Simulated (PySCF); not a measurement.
# C2H9BClN: NMR shifts at several levels of theory, part 2 of 2

PySCF 2.14.0. Atoms count from 0.

## Step 8: Shielding tensors: CAM-B3LYP/pcSseg-1

Job settings and geometry (Å):

```
{"job": {"kind": "nmr", "xc": "CAM-B3LYP", "basis": "pcSseg-1", "pop": false}, "charge": 0, "multiplicity": 1}
C     -1.535506     0.577203     0.519289
C     -0.856462    -0.249628    -0.569507
B      0.555555    -0.878150    -0.148330
N      1.600712     0.345565     0.130261
Cl     1.391929    -1.809564    -1.534957
H     -2.516008     0.971533     0.207284
H     -1.696723    -0.019534     1.431817
H     -0.937221     1.459133     0.817735
H     -1.513412    -1.090018    -0.851290
H     -0.752273     0.350461    -1.494396
H      0.552362    -1.529079     0.886942
H      1.281927     0.938348     0.899169
H      2.522459    -0.029674     0.358848
H      1.696759     0.920368    -0.710134
```

With the program's defaults for keys left out, this is: GIAO CAM-B3LYP/pcSseg-1 NMR shielding, non-relativistic, gas phase.

The program printed:

```text
coarse grid: 11528 points
cycle   1  E = -621.3071245733  dE =  3.397e-01  |g| = 3.979e-01  |ddm| = 2.955e+00
cycle   2  E = -621.3384295874  dE = -3.131e-02  |g| = 2.948e-01  |ddm| = 8.572e-01
cycle   3  E = -621.3585076456  dE = -2.008e-02  |g| = 3.874e-02  |ddm| = 3.056e-01
cycle   4  E = -621.3588296232  dE = -3.220e-04  |g| = 1.548e-02  |ddm| = 4.644e-02
cycle   5  E = -621.3588845278  dE = -5.490e-05  |g| = 4.265e-03  |ddm| = 1.700e-02
cycle   6  E = -621.3588884291  dE = -3.901e-06  |g| = 7.817e-04  |ddm| = 4.825e-03
final grid: 104712 points
cycle   7  E = -621.3872392497  dE = -2.919e-05  |g| = 4.827e-03  |ddm| = 1.421e-02
cycle   8  E = -621.3872391706  dE =  7.911e-08  |g| = 4.976e-03  |ddm| = 6.217e-03
cycle   9  E = -621.3872443644  dE = -5.194e-06  |g| = 2.110e-04  |ddm| = 3.161e-03
cycle  10  E = -621.3872443713  dE = -6.917e-09  |g| = 1.428e-04  |ddm| = 3.000e-04
cycle  11  E = -621.3872443761  dE = -4.802e-09  |g| = 1.823e-05  |ddm| = 1.188e-04
cycle  12  E = -621.3872443762  dE = -8.527e-11  |g| = 4.920e-06  |ddm| = 2.636e-05
converged SCF energy = -621.3872443762

GIAO shielding tensors (ppm)
atom      isotropic    diamagn.    paramagn.     s11        s22        s33       span
  0 C      169.581     245.858     -76.278    161.800    163.185    183.757     21.957
  1 C      163.496     247.582     -84.085    154.700    161.576    174.213     19.512
  2 B      103.298     183.820     -80.522     91.779    103.165    114.949     23.170
  3 N      204.245     316.048    -111.802    191.851    204.109    216.776     24.925
  4 Cl     942.887    1148.626    -205.739    830.899    978.984   1018.777    187.877
  5 H       29.993      28.448       1.545     25.201     27.347     37.432     12.231
  6 H       30.345      29.656       0.688     26.264     28.116     36.654     10.390
  7 H       31.222      31.531      -0.309     26.480     30.856     36.331      9.851
  8 H       30.348      30.106       0.243     25.216     30.363     35.466     10.250
  9 H       31.269      31.416      -0.148     27.077     31.507     35.221      8.144
 10 H       28.206      29.153      -0.947     25.784     28.123     30.711      4.927
 11 H       28.223      30.902      -2.679     20.930     25.818     37.923     16.993
 12 H       28.455      28.378       0.076     22.699     25.406     37.259     14.560
 13 H       29.133      30.211      -1.079     25.330     25.738     36.330     11.000
```

Run time: 15 s. Hardware: 1 thread of Intel Xeon Platinum 8488C, shared host; peak memory 0.74 GiB.

This run: δ C1 18.9, C0 12.9, B2 -4.0, N3 63.0, H10 3.12, H11 2.72 ppm (means over like atoms).

## Step 9: Shielding tensors: wB97X-D/pcSseg-1

Settings changed since step 8:

```diff
@@ -1,2 +1,2 @@
-{"job": {"kind": "nmr", "xc": "CAM-B3LYP", "basis": "pcSseg-1", "pop": false}, "charge": 0, "multiplicity": 1}
+{"job": {"kind": "nmr", "xc": "wB97X-D", "basis": "pcSseg-1", "pop": false}, "charge": 0, "multiplicity": 1}
 C     -1.535506     0.577203     0.519289
```

With the program's defaults for keys left out, this is: GIAO wB97X-D/pcSseg-1 NMR shielding, non-relativistic, gas phase.

The program printed:

```text
coarse grid: 11528 points
cycle   1  E = -621.3371844907  dE =  3.738e-01  |g| = 3.700e-01  |ddm| = 2.948e+00
cycle   2  E = -621.3732631634  dE = -3.608e-02  |g| = 2.296e-01  |ddm| = 7.681e-01
cycle   3  E = -621.3849168027  dE = -1.165e-02  |g| = 3.683e-02  |ddm| = 2.408e-01
cycle   4  E = -621.3852273794  dE = -3.106e-04  |g| = 1.318e-02  |ddm| = 4.161e-02
cycle   5  E = -621.3852693457  dE = -4.197e-05  |g| = 4.520e-03  |ddm| = 1.541e-02
cycle   6  E = -621.3852740756  dE = -4.730e-06  |g| = 8.430e-04  |ddm| = 5.348e-03
final grid: 104712 points
cycle   7  E = -621.4154178878  dE = -1.766e-04  |g| = 8.379e-03  |ddm| = 3.571e-02
cycle   8  E = -621.4154229398  dE = -5.052e-06  |g| = 7.672e-03  |ddm| = 1.308e-02
cycle   9  E = -621.4154344688  dE = -1.153e-05  |g| = 5.221e-04  |ddm| = 4.883e-03
cycle  10  E = -621.4154345460  dE = -7.718e-08  |g| = 2.980e-04  |ddm| = 1.061e-03
cycle  11  E = -621.4154345675  dE = -2.144e-08  |g| = 4.755e-05  |ddm| = 3.658e-04
cycle  12  E = -621.4154345684  dE = -9.227e-10  |g| = 1.994e-05  |ddm| = 1.277e-04
converged SCF energy = -621.4154345684

GIAO shielding tensors (ppm)
atom      isotropic    diamagn.    paramagn.     s11        s22        s33       span
  0 C      171.359     246.959     -75.599    163.856    165.218    185.004     21.148
  1 C      166.843     248.960     -82.117    158.709    164.663    177.156     18.447
  2 B      106.747     183.931     -77.184     95.123    106.827    118.291     23.168
  3 N      205.552     317.362    -111.810    194.024    205.476    217.157     23.134
  4 Cl     951.507    1148.518    -197.011    843.758    986.621   1024.143    180.385
  5 H       30.072      28.585       1.488     25.254     27.342     37.622     12.368
  6 H       30.415      29.779       0.636     26.263     28.162     36.820     10.557
  7 H       31.290      31.653      -0.363     26.486     30.892     36.492     10.006
  8 H       30.444      30.302       0.143     25.257     30.349     35.727     10.470
  9 H       31.342      31.622      -0.279     27.105     31.490     35.433      8.328
 10 H       28.244      29.175      -0.931     25.801     28.131     30.800      4.999
 11 H       28.312      31.058      -2.746     21.025     25.893     38.018     16.993
 12 H       28.495      28.379       0.116     22.675     25.446     37.364     14.690
 13 H       29.151      30.333      -1.183     25.281     25.780     36.391     11.110
```

It took 13 s on 1 thread of Intel Xeon Platinum 8488C, shared host; peak memory 0.74 GiB.

This run: δ C1 17.7, C0 13.2, B2 -5.1, N3 58.4, H10 3.14, H11 2.73 ppm (means over like atoms).

## Step 10: Nuclear shieldings: LC-wPBE/pcSseg-1

Settings changed since step 9:

```diff
@@ -1,2 +1,2 @@
-{"job": {"kind": "nmr", "xc": "wB97X-D", "basis": "pcSseg-1", "pop": false}, "charge": 0, "multiplicity": 1}
+{"job": {"kind": "nmr", "xc": "LC-wPBE", "basis": "pcSseg-1", "pop": false}, "charge": 0, "multiplicity": 1}
 C     -1.535506     0.577203     0.519289
```

With the program's defaults for keys left out, this is: GIAO LC-wPBE/pcSseg-1 NMR shielding, non-relativistic, gas phase.

The program printed:

```text
coarse grid: 11528 points
cycle   1  E = -621.1601242014  dE =  4.615e-01  |g| = 3.755e-01  |ddm| = 2.930e+00
cycle   2  E = -621.2027146215  dE = -4.259e-02  |g| = 2.015e-01  |ddm| = 7.196e-01
cycle   3  E = -621.2108738869  dE = -8.159e-03  |g| = 4.731e-02  |ddm| = 2.160e-01
cycle   4  E = -621.2113773196  dE = -5.034e-04  |g| = 1.470e-02  |ddm| = 4.708e-02
cycle   5  E = -621.2114337158  dE = -5.640e-05  |g| = 5.668e-03  |ddm| = 1.893e-02
cycle   6  E = -621.2114414838  dE = -7.768e-06  |g| = 8.168e-04  |ddm| = 6.692e-03
final grid: 104712 points
cycle   7  E = -621.2481664785  dE = -6.095e-05  |g| = 6.000e-03  |ddm| = 2.152e-02
cycle   8  E = -621.2481694094  dE = -2.931e-06  |g| = 4.724e-03  |ddm| = 7.038e-03
cycle   9  E = -621.2481739674  dE = -4.558e-06  |g| = 3.926e-04  |ddm| = 2.939e-03
cycle  10  E = -621.2481739980  dE = -3.051e-08  |g| = 1.379e-04  |ddm| = 4.099e-04
cycle  11  E = -621.2481740029  dE = -4.952e-09  |g| = 4.743e-05  |ddm| = 1.767e-04
cycle  12  E = -621.2481740036  dE = -6.778e-10  |g| = 8.111e-06  |ddm| = 6.105e-05
converged SCF energy = -621.2481740036

GIAO shielding tensors (ppm)
atom      isotropic    diamagn.    paramagn.     s11        s22        s33       span
  0 C      176.555     246.719     -70.164    169.507    170.945    189.214     19.707
  1 C      172.764     248.919     -76.155    165.403    170.625    182.263     16.860
  2 B      109.118     183.263     -74.145     97.258    109.897    120.200     22.942
  3 N      211.559     316.915    -105.356    200.946    211.422    222.309     21.363
  4 Cl     966.444    1148.345    -181.901    863.584   1003.670   1032.078    168.494
  5 H       30.073      28.580       1.493     25.091     27.231     37.898     12.807
  6 H       30.384      29.641       0.744     26.030     28.088     37.035     11.006
  7 H       31.269      31.457      -0.188     26.280     30.856     36.672     10.391
  8 H       30.421      30.303       0.119     25.015     30.164     36.086     11.071
  9 H       31.289      31.562      -0.274     26.842     31.296     35.728      8.886
 10 H       28.230      28.996      -0.766     25.732     28.076     30.883      5.150
 11 H       28.369      30.883      -2.514     20.971     25.874     38.262     17.290
 12 H       28.475      28.303       0.172     22.431     25.365     37.629     15.198
 13 H       29.077      30.201      -1.124     24.954     25.673     36.603     11.649
```

Run time: 19 s. Hardware: 1 thread of Intel Xeon Platinum 8488C, shared host; peak memory 0.74 GiB.

In short: δ C1 15.8, C0 12.0, B2 -7.9, N3 56.2, H10 3.10, H11 2.69 ppm (means over like atoms).

## Step 11: Nuclear shieldings: PBE0/6-31G

Settings changed since step 10:

```diff
@@ -1,2 +1,2 @@
-{"job": {"kind": "nmr", "xc": "LC-wPBE", "basis": "pcSseg-1", "pop": false}, "charge": 0, "multiplicity": 1}
+{"job": {"kind": "nmr", "xc": "PBE0", "basis": "6-31G", "pop": true}, "charge": 0, "multiplicity": 1}
 C     -1.535506     0.577203     0.519289
```

With the program's defaults for keys left out, this is: GIAO PBE0/6-31G NMR shielding, non-relativistic, gas phase.

The program printed:

```text
coarse grid: 11528 points
cycle   1  E = -621.0642198988  dE =  2.707e-01  |g| = 4.275e-01  |ddm| = 3.057e+00
cycle   2  E = -621.0774227596  dE = -1.320e-02  |g| = 4.033e-01  |ddm| = 1.241e+00
cycle   3  E = -621.1235608337  dE = -4.614e-02  |g| = 4.058e-02  |ddm| = 5.206e-01
cycle   4  E = -621.1239767995  dE = -4.160e-04  |g| = 1.514e-02  |ddm| = 7.956e-02
cycle   5  E = -621.1240451439  dE = -6.834e-05  |g| = 1.911e-03  |ddm| = 2.474e-02
cycle   6  E = -621.1240462356  dE = -1.092e-06  |g| = 7.194e-04  |ddm| = 4.712e-03
final grid: 104712 points
cycle   7  E = -621.0788477777  dE = -1.409e-05  |g| = 7.160e-03  |ddm| = 1.952e-02
cycle   8  E = -621.0788431157  dE =  4.662e-06  |g| = 8.506e-03  |ddm| = 1.525e-02
cycle   9  E = -621.0788609118  dE = -1.780e-05  |g| = 4.464e-04  |ddm| = 8.149e-03
cycle  10  E = -621.0788609682  dE = -5.642e-08  |g| = 7.853e-05  |ddm| = 6.783e-04
cycle  11  E = -621.0788609693  dE = -1.147e-09  |g| = 3.791e-05  |ddm| = 1.021e-04
cycle  12  E = -621.0788609697  dE = -3.827e-10  |g| = 4.631e-06  |ddm| = 4.852e-05
converged SCF energy = -621.0788609697

GIAO shielding tensors (ppm)
atom      isotropic    diamagn.    paramagn.     s11        s22        s33       span
  0 C      185.377     245.436     -60.059    177.997    180.034    198.101     20.104
  1 C      182.016     241.232     -59.216    174.740    179.508    191.799     17.059
  2 B      117.930     185.056     -67.125    105.456    118.274    130.061     24.605
  3 N      226.118     322.657     -96.539    215.722    226.112    236.519     20.797
  4 Cl     970.296    1146.988    -176.692    861.512   1023.279   1026.097    164.585
  5 H       31.284      29.341       1.942     26.457     28.632     38.761     12.304
  6 H       31.436      29.435       2.001     27.347     29.153     37.810     10.463
  7 H       32.432      30.690       1.742     27.690     32.118     37.489      9.799
  8 H       31.419      29.559       1.860     25.979     31.124     37.154     11.176
  9 H       32.311      29.928       2.383     27.885     32.412     36.638      8.752
 10 H       28.897      29.309      -0.411     26.691     28.635     31.366      4.676
 11 H       29.823      30.311      -0.488     22.713     27.605     39.151     16.438
 12 H       30.237      29.566       0.671     24.634     27.004     39.073     14.439
 13 H       30.746      29.962       0.785     27.110     27.298     37.831     10.721
```

Run time: 6 s. Hardware: 1 thread of Intel Xeon Platinum 8488C, shared host; peak memory 0.46 GiB.

This run: δ C1 17.5, C0 14.2, B2 -4.8, N3 34.6, H10 3.71, H11 2.34 ppm (means over like atoms).

## Step 12: NMR shieldings: PBE0/STO-3G

Settings changed since step 11:

```diff
@@ -1,2 +1,2 @@
-{"job": {"kind": "nmr", "xc": "PBE0", "basis": "6-31G", "pop": true}, "charge": 0, "multiplicity": 1}
+{"job": {"kind": "nmr", "xc": "PBE0", "basis": "STO-3G", "pop": true}, "charge": 0, "multiplicity": 1}
 C     -1.535506     0.577203     0.519289
```

Level: GIAO PBE0/STO-3G NMR shielding, non-relativistic, gas phase.

The program printed:

```text
coarse grid: 11528 points
cycle   1  E = -614.2042354054  dE = -7.537e-02  |g| = 2.748e-01  |ddm| = 4.174e+00
cycle   2  E = -614.2335004423  dE = -2.927e-02  |g| = 1.533e-01  |ddm| = 7.923e-01
cycle   3  E = -614.2408674597  dE = -7.367e-03  |g| = 3.065e-02  |ddm| = 2.526e-01
cycle   4  E = -614.2411653125  dE = -2.979e-04  |g| = 2.662e-03  |ddm| = 4.699e-02
cycle   5  E = -614.2411680568  dE = -2.744e-06  |g| = 1.031e-03  |ddm| = 6.255e-03
final grid: 104712 points
cycle   6  E = -614.2103077793  dE = -7.621e-06  |g| = 4.697e-03  |ddm| = 1.532e-02
cycle   7  E = -614.2103097378  dE = -1.958e-06  |g| = 4.039e-03  |ddm| = 1.182e-02
cycle   8  E = -614.2103147542  dE = -5.016e-06  |g| = 1.580e-04  |ddm| = 5.397e-03
cycle   9  E = -614.2103147621  dE = -7.916e-09  |g| = 1.827e-05  |ddm| = 2.347e-04
cycle  10  E = -614.2103147622  dE = -1.028e-10  |g| = 4.228e-06  |ddm| = 2.977e-05
converged SCF energy = -614.2103147622

GIAO shielding tensors (ppm)
atom      isotropic    diamagn.    paramagn.     s11        s22        s33       span
  0 C      215.147     243.620     -28.472    207.786    209.406    228.250     20.464
  1 C      219.698     243.087     -23.389    213.638    215.901    229.555     15.918
  2 B      123.991     193.724     -69.733    110.072    127.109    134.792     24.720
  3 N      283.156     305.352     -22.196    279.850    281.919    287.698      7.848
  4 Cl    1131.674    1129.791       1.883   1086.132   1101.948   1206.942    120.810
  5 H       31.840      29.242       2.597     26.666     28.146     40.707     14.041
  6 H       31.931      30.567       1.364     26.954     29.195     39.644     12.690
  7 H       32.787      32.213       0.574     27.187     32.019     39.154     11.968
  8 H       31.989      30.199       1.790     25.560     30.613     39.795     14.235
  9 H       32.564      31.703       0.861     27.084     31.483     39.125     12.041
 10 H       30.391      32.181      -1.790     27.998     29.401     33.774      5.776
 11 H       29.401      28.988       0.413     21.414     26.530     40.257     18.843
 12 H       29.410      27.462       1.948     22.388     25.675     40.167     17.779
 13 H       29.661      28.355       1.305     24.561     25.788     38.633     14.073
```

Wall time 3.1 s (1 thread of Intel Xeon Platinum 8488C, shared host); peak memory 0.44 GiB.

In short: δ C0 19.5, C1 15.0, B2 4.8, N3 11.6, H11 3.11, H10 2.21 ppm (means over like atoms).

## Step 13: Side by side: NMR shifts

Shifts (ppm) of some atoms, chosen among heavy atoms and hydrogens apart, means over like atoms, with basis size and wall time:

| run | C1 | C0 | H10 | H11 | B2 | N3 | Cl4 | functions | time |
| --- | --- | --- | --- | --- | --- | --- | --- | --- | --- |
| PBE0/pcSseg-1 | 18.5 | 13.2 | 3.21 | 2.71 | -4.9 | 59.8 | 2 | 137 | 9.9 s |
| mPW1PW91/pcSseg-1 | 18.4 | 13.4 | 3.18 | 2.72 | -4.6 | 59.2 | -3 | 137 | 11 s |
| WP04/pcSseg-1 | 19.3 | 15.5 | 2.77 | 2.95 | -0.4 | 52.2 | -36 | 137 | 12 s |
| B97-2/pcSseg-1 | 18.8 | 13.8 | 3.16 | 2.74 | -4.0 | 57.9 | -5 | 137 | 12 s |
| BHandHLYP/pcSseg-1 | 18.6 | 13.3 | 3.05 | 2.82 | -1.9 | 58.7 | -15 | 137 | 12 s |
| CAM-B3LYP/pcSseg-1 | 18.9 | 12.9 | 3.12 | 2.72 | -4.0 | 63.0 | -4 | 137 | 15 s |
| wB97X-D/pcSseg-1 | 17.7 | 13.2 | 3.14 | 2.73 | -5.1 | 58.4 | -12 | 137 | 13 s |
| LC-wPBE/pcSseg-1 | 15.8 | 12.0 | 3.10 | 2.69 | -7.9 | 56.2 | -19 | 137 | 19 s |
| PBE0/6-31G | 17.5 | 14.2 | 3.71 | 2.34 | -4.8 | 34.6 | -39 | 67 | 6 s |
| PBE0/STO-3G | 15.0 | 19.5 | 2.21 | 3.11 | 4.8 | 11.6 | -106 | 38 | 3.1 s |

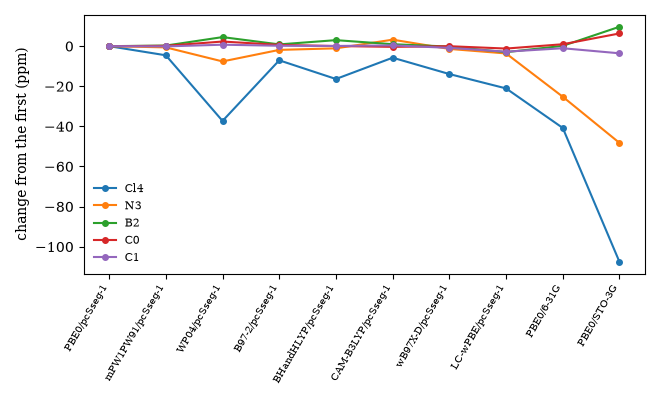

How five of the tabulated atoms move from run to run.

## Step 14: What came out

The summary covers parts 1 to 2.

```
                                                              quantity                                             value
                                                           point group                                                C1
                                  rotational constants (main isotopes)                              6.33, 2.10, 1.69 GHz
                                ¹³C shifts against TMS (PBE0/pcSseg-1)                                    18.5, 13.2 ppm
¹H shifts against TMS (PBE0/pcSseg-1, means over atoms taken as alike)                  3.21, 2.71, 0.99, 0.80, 0.06 ppm
                           ¹¹B shifts against BF3·OEt2 (PBE0/pcSseg-1)                                          -4.9 ppm
                                ¹⁵N shifts against NH3 (PBE0/pcSseg-1)                                          59.8 ppm
                               ³⁵Cl shifts against HCl (PBE0/pcSseg-1)                                             2 ppm
                       range of the shift of Cl4 (minimal bases aside)                                      -39 to 2 ppm
                                         property runs in this session  10, of which 0 failed and 1 gave unsound results
```

Single values in the summary come from the first sound run of each kind (PBE0/pcSseg-1), which need not be the best level. The start of the PBE0/def2-SVP relaxation was shaken at random by about 0.01 Å, so part of the energy gained, and of the first lengths quoted, undoes that. Relaxing lowered the energy by 0.223 eV in 5 steps; the close pair that moved most is N3–H12, from 0.957 to 1.021 Å. No frequency check was run at this level, so the end point may be a saddle. At PBE0/pcSseg-1: Shielding is most anisotropic at Cl4 (span 183 ppm, paramagnetic term -207 ppm). Leaving out the minimal-basis runs, which are unusable for shieldings: Across the 9 runs the shift of Cl4 moves most, between -39 (PBE0/6-31G) and 2 ppm (PBE0/pcSseg-1).
